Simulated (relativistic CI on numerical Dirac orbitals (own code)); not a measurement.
# Zn⁴⁺ (3d8) in crystal fields: levels and magnetism

How does a crystal field split the 3d8 shell of Zn⁴⁺, and what follows for the ground state and χT? 6 fields tried.

Method: Dirac-Coulomb-Breit CI, KLI orbitals optimised for each configuration, model QED (radiative potential, 1s self-energy scaled to tabulated hydrogen-like ionisation energies), valence Slater integrals scaled by 0.85, one configuration in a parametric crystal field. Code: relativistic CI on numerical Dirac orbitals (own code) version 1.

## (1) The system

- ion: Zn⁴⁺ (Zn V)
- nuclear charge: 30
- electrons: 26
- open shell: 3d8
- Slater scale: 0.85
- field 1 (cm⁻¹): D3d, 10Dq = 29400, Dsigma = 110, Dtau = 200
- field 2 (cm⁻¹): D3d, 10Dq = 29400, Dsigma = 330, Dtau = 200
- field 3 (cm⁻¹): D3d, 10Dq = 29400, Dsigma = 550, Dtau = 200
- field 4 (cm⁻¹): D3d, 10Dq = 29400, Dsigma = 760, Dtau = 200
- field 5 (cm⁻¹): D3d, 10Dq = 29400, Dsigma = 980, Dtau = 200
- field 6 (cm⁻¹): D3d, 10Dq = 29400, Dsigma = 1200, Dtau = 200

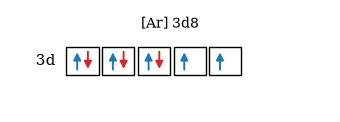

Occupation of the outer shells (arrows by Hund's rule).

## (2) Field 1: D3d, 10Dq = 29400, Dsigma = 110, Dtau = 200

Input settings:

```ini
atom Zn  Z=30  charge=4  electrons=26
nucleus A=64  rms_radius_fm=3.9283
hamiltonian dirac-coulomb  breit=on  qed=on  c_scale=1
orbitals kli  potential=per-configuration
slater_scale 0.85
correlation none
mixing on
configurations
  [Ar] 3d8
end
crystal_field D3d 10Dq=29400 Dsigma=110 Dtau=200
```

## (3) Field 2: D3d, 10Dq = 29400, Dsigma = 330, Dtau = 200

The settings differ from step 2 so:

```diff
@@ -10,2 +10,2 @@
 end
-crystal_field D3d 10Dq=29400 Dsigma=110 Dtau=200
+crystal_field D3d 10Dq=29400 Dsigma=330 Dtau=200
```

## (4) Field 3: D3d, 10Dq = 29400, Dsigma = 550, Dtau = 200

The settings differ from step 3 so:

```diff
@@ -10,2 +10,2 @@
 end
-crystal_field D3d 10Dq=29400 Dsigma=330 Dtau=200
+crystal_field D3d 10Dq=29400 Dsigma=550 Dtau=200
```

## (5) Field 4: D3d, 10Dq = 29400, Dsigma = 760, Dtau = 200

The settings differ from step 4 so:

```diff
@@ -10,2 +10,2 @@
 end
-crystal_field D3d 10Dq=29400 Dsigma=550 Dtau=200
+crystal_field D3d 10Dq=29400 Dsigma=760 Dtau=200
```

## (6) Field 5: D3d, 10Dq = 29400, Dsigma = 980, Dtau = 200

The settings differ from step 5 so:

```diff
@@ -10,2 +10,2 @@
 end
-crystal_field D3d 10Dq=29400 Dsigma=760 Dtau=200
+crystal_field D3d 10Dq=29400 Dsigma=980 Dtau=200
```

## (7) Field 6: D3d, 10Dq = 29400, Dsigma = 1200, Dtau = 200

The settings differ from step 6 so:

```diff
@@ -10,2 +10,2 @@
 end
-crystal_field D3d 10Dq=29400 Dsigma=980 Dtau=200
+crystal_field D3d 10Dq=29400 Dsigma=1200 Dtau=200
```

(Steps that only read results are left out.)

**Question.** What will these runs give? Wanted: ground spin.

As calculated:

| field | ground state | degeneracy | S | J | first gap (cm⁻¹) | stabilisation (cm⁻¹) | χT at 2 K | χT at 300 K |
| --- | --- | --- | --- | --- | --- | --- | --- | --- |
| 1: D3d | E | 2 | 1.00 | 3.35 | 0 | -34515 | 1.157 | 1.180 |
| 2: D3d | E | 2 | 1.00 | 3.36 | 1 | -34511 | 1.121 | 1.180 |
| 3: D3d | E | 2 | 1.00 | 3.36 | 2 | -34515 | 1.063 | 1.180 |
| 4: D3d | E | 2 | 1.00 | 3.36 | 3 | -34528 | 1.006 | 1.180 |
| 5: D3d | E | 2 | 1.00 | 3.36 | 4 | -34549 | 0.955 | 1.180 |
| 6: D3d | E | 2 | 1.00 | 3.36 | 4 | -34579 | 0.913 | 1.180 |

χT is in cm³ K/mol; stabilisation counts from the free ion's lowest level; S and J come from the expectation values of their squares.

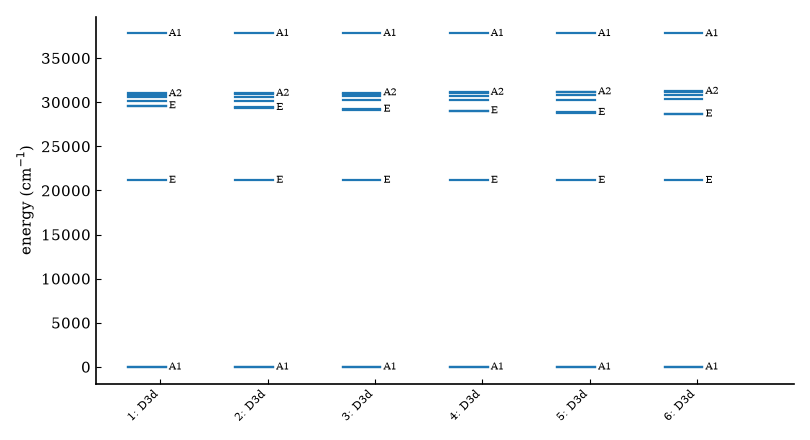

The lowest levels in each field.

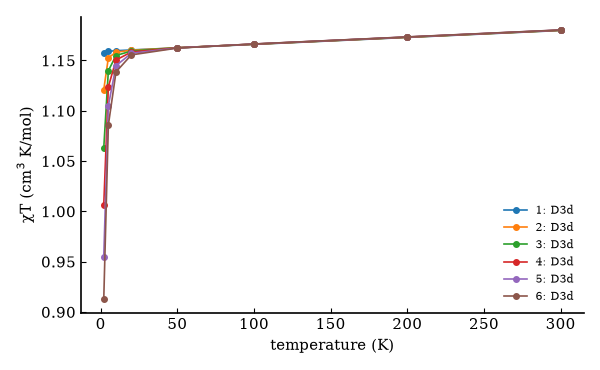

χT against temperature, by Van Vleck's formula.

```
                           quantity                                                 value
ground spin (effective S from ⟨S²⟩)  1: 1.00, 2: 1.00, 3: 1.00, 4: 1.00, 5: 1.00, 6: 1.00
                        χT at 300 K                                1.18 to 1.18 cm³ K/mol
```

**Reading.** All fields leave the ground state at S = 1. The field is a set of parameters, without covalency or charge transfer.
